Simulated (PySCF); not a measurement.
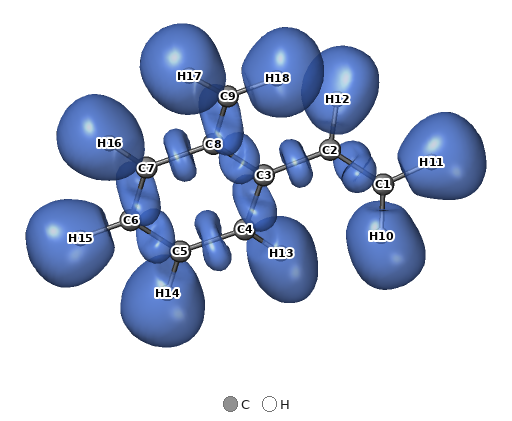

The picture shows: C₉H₉ (SMILES C=Cc1ccccc1[CH2+]) (charge +1). Isosurface of the electron localisation function at 0.8 (blue), seen at an oblique angle. Only the valence region is drawn (cores and ρ < 0.01 e/Å³ removed).

Geometry: GFN2-xTB.

Computed with PySCF 2.14.0, PBE0/pcSseg-1, SCF density, gas phase, non-relativistic.

The calculation's input:

```
{"job": {"kind": "nmr", "xc": "PBE0", "basis": "pcSseg-1"}, "charge": 1, "multiplicity": 1}
C      2.841098     0.327632    -0.519366
C      1.835262    -0.308459     0.100277
C      0.449490     0.071115     0.019672
C      0.072308     1.372116    -0.311155
C     -1.252261     1.768973    -0.304986
C     -2.282703     0.873398     0.037981
C     -1.973866    -0.414434     0.352254
C     -0.610793    -0.884991     0.323355
C     -0.381671    -2.213777     0.494385
H      2.690198     1.168655    -1.175526
H      3.857043    -0.013227    -0.411600
H      2.070631    -1.176866     0.699021
H      0.834554     2.102400    -0.534148
H     -1.501640     2.792390    -0.546332
H     -3.305742     1.215502     0.049151
H     -2.747312    -1.123025     0.607898
H     -1.199703    -2.890845     0.688763
H      0.596350    -2.660242     0.418698
```

Run with:

```sh
OMP_NUM_THREADS=1 python probes_run.py task.json out
```

> What do the ELF domains correspond to?

The ELF exceeds this value in nine regions between bonded C–C atoms (shared pairs) and nine regions around hydrogen nuclei.

Values along the shortest contacts:
C–C (1.34 Å): the ELF peaks at about 0.95 between the atoms; a short, multiple covalent bond. C–H (1.08 Å): the ELF climbs to about 1 towards the hydrogen, as it does in any bond to H; an ordinary covalent bond to hydrogen.
